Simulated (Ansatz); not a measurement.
How methods differ on BSiH3 (SMILES B[SiH])

BSiH3 has 5 atoms, charge 0, and is taken as a triplet. As SMILES, `B[SiH]`. The coordinates come from a GFN2-xTB relaxation.

```xyz
5

B    -0.2067   -0.7082    0.1267
Si    0.7608    0.8295   -0.3504
H    -1.3037   -0.6208    0.5495
H     0.2636   -1.7797    0.0100
H     0.4860    2.2792   -0.3358
```

Quantity: the energy change with the B1–H3 bond stretched from 1.179 to 1.768 Å, in eV. The values are calculated.

```json
{"level": "U-revPBE/STO-3G", "kind": "GGA", "program": "Ansatz", "value (eV)": "2.25", "less FCI/STO-3G": "-0.05", "CPU time (all runs)": "3.1 s"}
{"level": "UBLYP/STO-3G", "kind": "GGA", "program": "Ansatz", "value (eV)": "2.21", "less FCI/STO-3G": "-0.09", "CPU time (all runs)": "3 s"}
{"level": "UPBE/STO-3G", "kind": "GGA", "program": "Ansatz", "value (eV)": "2.29", "less FCI/STO-3G": "-0.01", "CPU time (all runs)": "3.1 s"}
{"level": "U-r2SCAN0/STO-3G", "kind": "hybrid meta-GGA", "program": "Ansatz", "value (eV)": "2.67", "less FCI/STO-3G": "+0.37", "CPU time (all runs)": "8.6 s"}
{"level": "UB3LYP/STO-3G", "kind": "global hybrid", "program": "Ansatz", "value (eV)": "2.45", "less FCI/STO-3G": "+0.15", "CPU time (all runs)": "3.4 s"}
{"level": "U-wB97X/STO-3G", "kind": "range-separated hybrid", "program": "Ansatz", "value (eV)": "2.65", "less FCI/STO-3G": "+0.35", "CPU time (all runs)": "18 s"}
{"level": "UCCSD/STO-3G", "kind": "coupled cluster or CI", "program": "Ansatz", "value (eV)": "2.33", "less FCI/STO-3G": "+0.03", "CPU time (all runs)": "0.36 s"}
{"level": "FCI/STO-3G", "kind": "exact in the basis", "program": "Ansatz", "value (eV)": "2.30", "less FCI/STO-3G": "0.00", "CPU time (all runs)": "2.5 s"}
```

FCI/STO-3G is exact within its basis and frozen core, so for wave-function methods in that basis the difference is their error; functionals converge differently with the basis, so for them it is only a difference. The first shape isn't each level's own minimum. The values span 2.21 to 2.67 eV. Spin contamination of the reference (⟨S²⟩ at least 0.1 too high) touches UCCSD/STO-3G. All rows use very small basis sets, so none should be taken for the real molecule's value. In so small a basis fixed costs decide the times, and correlated methods can beat functionals. CPU times are rough (shared hosts, several kinds of processor and program).

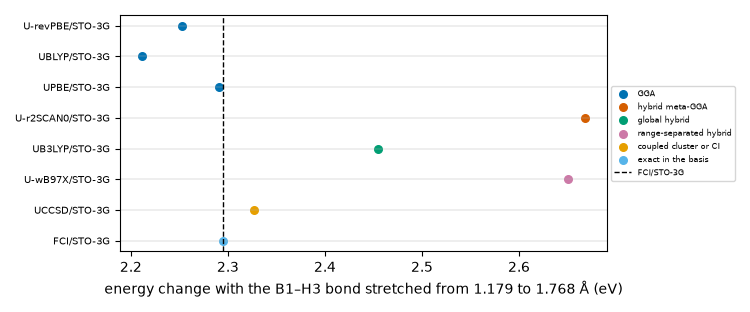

The values of the table, level by level.
